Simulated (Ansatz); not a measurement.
Input file:

```
crystal:
  periodic: [false, false, false]
  atoms:
    - { symbol: Si, position_ang: [0.0, 0.0, 0.0] }
    - { symbol: H, position_ang: [0.6135, 0.0, 1.5424] }
    - { symbol: Si, position_ang: [2.355, 0.0, 0.5572] }
    - { symbol: H, position_ang: [2.8123, -1.3762, 0.3886] }
    - { symbol: H, position_ang: [2.4188, 0.6939, -0.7257] }
    - { symbol: H, position_ang: [3.2126, 0.6823, 1.522] }
    - { symbol: H, position_ang: [-0.6877, 1.1914, -0.4862] }
    - { symbol: H, position_ang: [-0.6877, -1.1914, -0.4862] }
basis:
  gaussian: { orbitals: "6-31G*" }
hamiltonian:
  xc: pbe0
  dispersion: d4
relax:
  f_tol: 0.15
  max_steps: 25
  restrain:
    - { distance: [1, 2], at: 2.66, k: 30.0 }
    - { distance: [0, 1], at: 1.46, k: 30.0 }
    - { distance: [0, 2], at: 2.22, k: 30.0 }
output:
  orbitals: {}
```

Command:

```sh
ansatz run input.yaml --threads 1 --pin off --max-ram 2048MiB --backend cpu --events-out ev --progress --plain --runs-dir out
```

The fields are those of the run's last geometry, not of the input's.

Not at a stationary point (largest force 1.4 eV/Å).

Theory: RKS PBE0-D4/6-31G* (Ansatz 0.2.0).

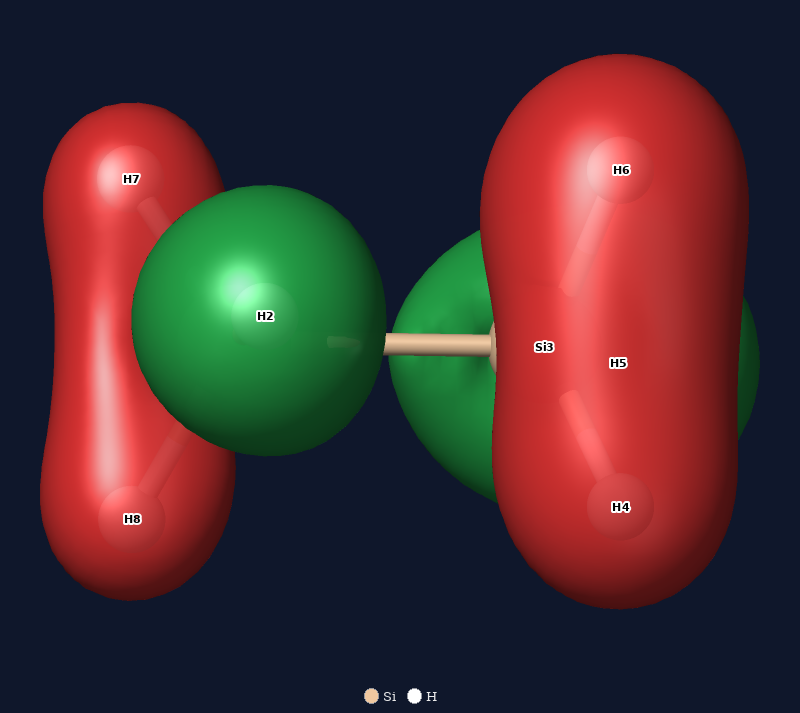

H$_{6}$Si$_{2}$. The HOMO−1 at ±0.1 Å⁻³ᐟ² (green and red are the two phases), seen across its widest extent.

### Describe this orbital and give its energy.

It lies mainly on Si3 (about 30 %), H5 (about 20 %), Si1 (about 15 %), H6 (about 10 %), H2 (about 10 %) and H4 (about 10 %). Its energy is −9.41 eV.
